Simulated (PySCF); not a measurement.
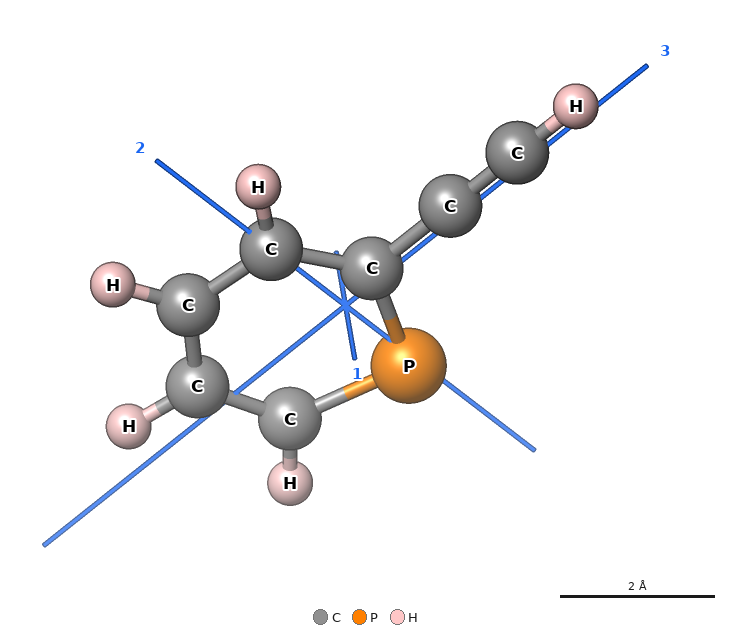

The three principal axes of inertia are drawn and numbered. Atoms fade into the background with distance from the viewer. The computed structure is the end point of a GFN2-xTB optimisation. No frequency run is at hand to confirm it as a minimum. Masses are those of the most abundant isotopes; constants are for the rigid equilibrium geometry.

Question: Which line is the a axis (least moment of inertia), which b and which c?

Answer: a is line 3, b is line 2, c is line 1; the moments are 138, 347, 485 u Å².

Question: What kind of rotor is it, and what are its rotational constants in cm⁻¹?

Answer: An asymmetric top (Cs): A = 0.122, B = 0.0486, C = 0.0347 cm⁻¹. Ray's parameter κ is −0.68, nearer the prolate limit.
